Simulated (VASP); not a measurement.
Band structure of TiO$_{2}$ (rutile). Computed with r2SCAN meta-GGA, VASP's PBE PAW potentials (set 64) (plane waves; VASP 6.6.1).

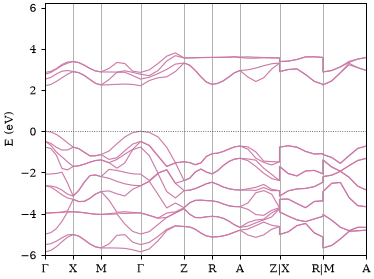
Figure: Bands along high-symmetry lines, zero at the valence-band maximum or, without a gap, the Fermi level

Question: Read the plot: is there a gap, and where are the band edges?

Answer: The gap is direct, 2.21 eV, from the valence maximum at Γ to the conduction minimum at Γ.

The compound is TiO2 in the rutile structure. It was relaxed first.
